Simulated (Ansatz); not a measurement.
# ClH₉Si₄···HF: what the fields show

The calculation's input:

```
crystal:
  periodic: [false, false, false]
  atoms:
    - {symbol: Si, position_ang: [0.007229, 0.685757, -0.387705]}
    - {symbol: Si, position_ang: [2.119043, -0.103302, 0.244348]}
    - {symbol: Si, position_ang: [-0.492767, 0.093468, -2.596056]}
    - {symbol: Si, position_ang: [-1.731433, -0.025220, 1.005521]}
    - {symbol: Cl, position_ang: [0.039453, 2.767442, -0.277473]}
    - {symbol: H, position_ang: [-0.119322, -0.716852, 3.098495]}
    - {symbol: F, position_ang: [0.623924, -1.267153, 3.046386]}
    - {symbol: H, position_ang: [2.508569, 0.456807, 1.560908]}
    - {symbol: H, position_ang: [2.097569, -1.587582, 0.284905]}
    - {symbol: H, position_ang: [3.088619, 0.345519, -0.791253]}
    - {symbol: H, position_ang: [-1.826306, 0.625994, -2.981136]}
    - {symbol: H, position_ang: [0.542306, 0.638710, -3.512221]}
    - {symbol: H, position_ang: [-0.510835, -1.390816, -2.700727]}
    - {symbol: H, position_ang: [-1.906072, -1.498730, 0.920784]}
    - {symbol: H, position_ang: [-1.435876, 0.321766, 2.433179]}
    - {symbol: H, position_ang: [-3.003899, 0.654193, 0.651942]}
basis:
  gaussian: {orbitals: def2-TZVPP}
hamiltonian: {xc: pbe0, dispersion: d4}
output: {orbitals: {seedname: orbitals}}
```

Command:

```sh
ansatz run in.yaml --threads 4 --pin off --events-out ev --progress --plain --max-ram 46080MiB --backend cuda --devices 0, --max-vram 37GiB
```

The reactant side of a reaction path; geometry: PBE0-D4/def2-TZVP.

All numbers below come from RKS PBE0-D4/def2-TZVPP in Ansatz 0.2.0.

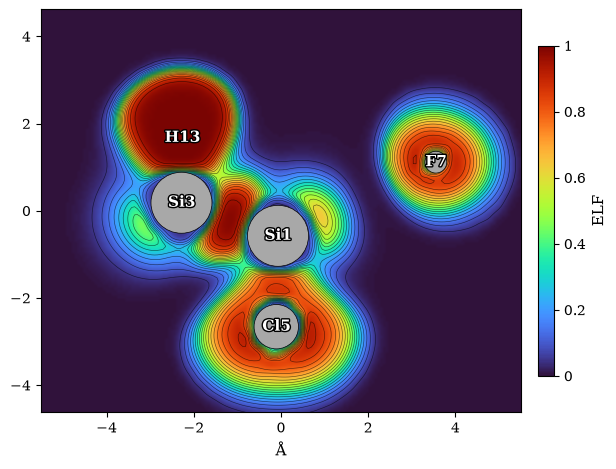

Figure 1. Electron localisation function on the plane of atoms Si1, Si3 and H13. Grey discs cover the atomic cores.

What do the fields say about this system?

Answer. The section cuts through Si, Cl, F and H sites.
Si–Cl (2.08 Å): the ELF peaks at about 0.85 between the atoms; a polar covalent bond.
Si–Si (2.34 Å): the ELF peaks at about 1 between the atoms; localised, covalent bonding.
Si–H (1.49 Å): the ELF climbs to about 1 towards the hydrogen, as it does in any bond to H.
The ELF also peaks beside Cl5 and F7, away from the bonds: lone-pair regions.

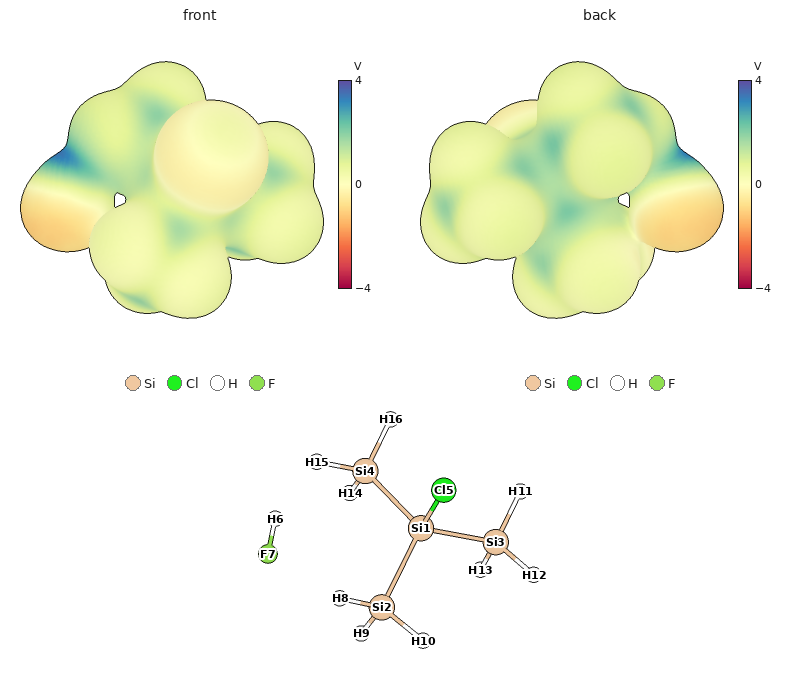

Figure 2. The molecular electrostatic potential painted on the density surface at 0.004 e/bohr³, seen from the front and from behind; red is negative and blue positive. The bare structure is drawn below in the same view.

Where is the surface potential most negative and most positive?

Answer. The most negative region (about −1.1 V) lies over F7, the most positive (about +3.1 V) over H6. Cl5 shows a σ-hole: about +0.4 V at the tip opposite its bond, against about −0.2 V on its flanks.

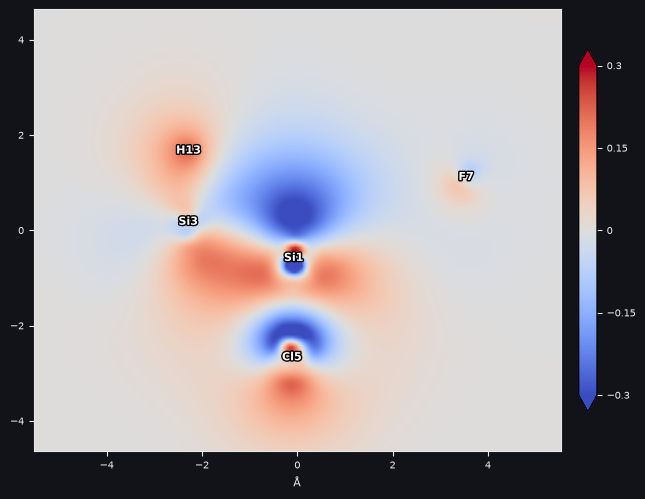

Figure 3. The LUMO on the plane of atoms Si3, Si1 and Cl5 (values in Å⁻³ᐟ²; the overall sign is arbitrary).

Describe this orbital and give its energy.

Answer. It lies mainly on Si1 (about 35 %), Cl5 (about 15 %), Si4 (about 15 %), Si3 (about 10 %) and Si2 (about 10 %). Its energy is −1.21 eV.

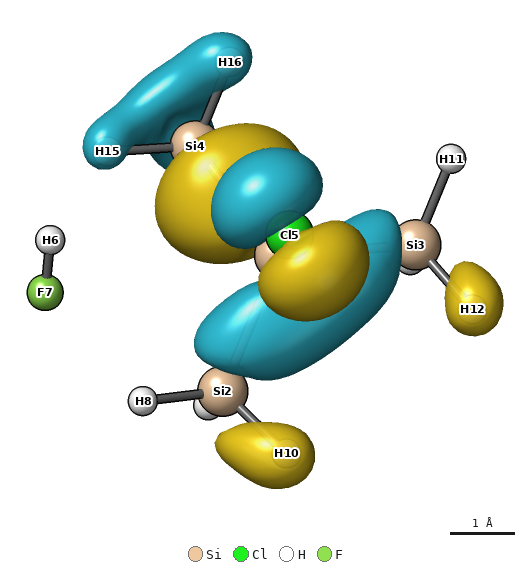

Figure 4. The HOMO−1 at ±0.1 Å⁻³ᐟ² (yellow and cyan are the two phases), seen across its widest extent.

What is the character of this orbital?

Answer. Its weight (Hirshfeld) is mainly on Si1 (about 25 %), Si4 (about 25 %), Cl5 (about 20 %), Si2 (about 10 %) and Si3 (about 5 %). Its energy is −7.96 eV.
